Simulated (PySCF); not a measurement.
Vertical excitations of a molecule CH₄ClFOSi from PySCF 2.14.0 with TDDFT-B3LYP/def2-SVPD, as energy in eV (oscillator strength): 7.80 (0.012), 8.07 (0.002), 8.21 (0.013), 8.33 (0.082), 8.41 (0.026), 8.46 (0.035), 8.58 (0.012), 8.68 (0.024), 8.69 (0.023), 8.71 (0.012). Lowest triplet (TDA): 7.64 eV. Geometry: B3LYP-D3(BJ)/def2-SVP. The values are those of a single conformer.

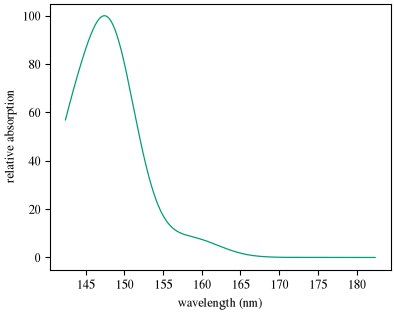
Figure. The lines broadened by 0.4 eV.

Pick the molecule that these values belong to.
A) OC[Si@@H](F)Cl
B) O[Si@@H](Cl)CF
C) C[Si@](O)(F)Cl
D) CO[SiH](F)Cl

D, CO[SiH](F)Cl
